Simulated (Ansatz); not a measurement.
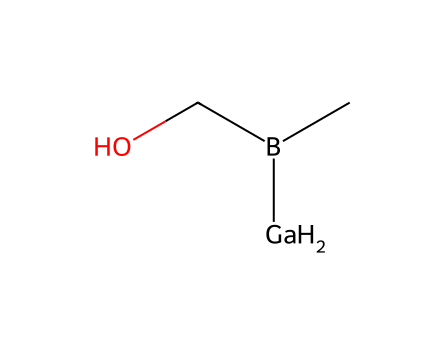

(Drawn from a calculation with Ansatz.)

**Write the SMILES.**

C[B]([GaH2])CO

**Give the formula, hydrogens included.**

C2H8BGaO.

**An optimisation with PBE0-D4/def2-TZVP gave a structure of which point group?**

C1. Other conformers may differ.
